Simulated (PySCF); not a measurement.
System: C4H8FSSi (SMILES FC[Si]1([S])CCC1) (doublet).

```tsv
atom	x (Å)	y (Å)	z (Å)
F	2.1357	-1.3753	0.5218
C	2.2475	-0.1319	-0.0533
Si	0.5144	0.6660	-0.3105
S	0.7281	2.5650	-1.1363
C	-0.7337	0.4110	1.1398
C	-1.7279	-0.3056	0.2135
C	-0.8484	-0.4968	-1.0314
H	2.8695	0.4722	0.6097
H	2.7698	-0.2641	-1.0024
H	-1.1239	1.3118	1.6023
H	-0.3411	-0.2401	1.9162
H	-2.0942	-1.2439	0.6253
H	-2.5820	0.3316	-0.0078
H	-1.3094	-0.1699	-1.9581
H	-0.5087	-1.5221	-1.1507
```

Geometry: GFN2-xTB.

All numbers below come from UKS B3LYP, pcH-1 on C F H S Si, non-relativistic, mean-field spin-orbit, GIAO in PySCF 2.14.0, density-fitted response routines.

Q: What will maps of the electron density, electron localisation function and spin density show?

A: C–F (1.37 Å): ρ is about 2.1 e/Å³ halfway, with its minimum of 1.6 e/Å³ about 0.5 Å from C; the ELF peaks at about 0.85 between the atoms: a shared but strongly polarised pair.
C–Si (1.93 Å): ρ at the midpoint is about 0.9 e/Å³; the ELF peaks at about 1 between the atoms; a shared electron pair.
Si–S (2.08 Å): ρ is about 0.91 e/Å³ halfway; the ELF peaks at about 0.90 between the atoms, as expected for a covalent bond.
C–H (1.09 Å): ρ is about 2 e/Å³ halfway; the ELF climbs to about 1 towards the hydrogen, as it does in any bond to H; a covalent bond by its length.
The unpaired spin (1 electron) lies mostly on S4 (about 0.8), in electrons by Hirshfeld's partition.

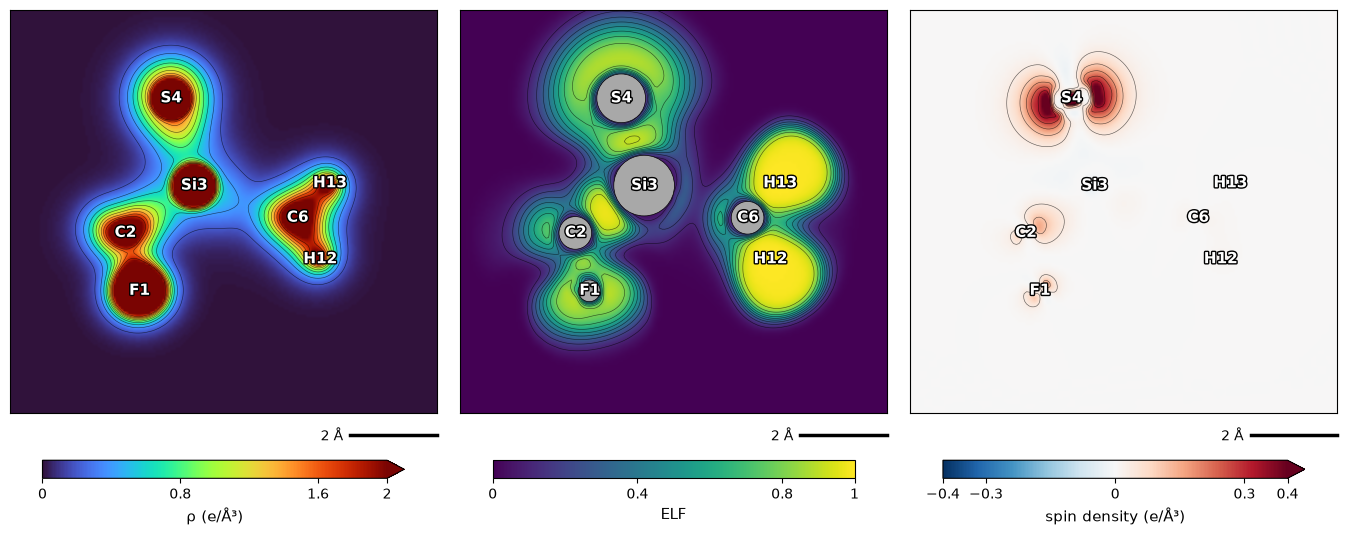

Computed electron density, electron localisation function and spin density on the plane of atoms F1, C2 and Si3, in this order. Grey discs cover the atomic cores in the ELF map. 
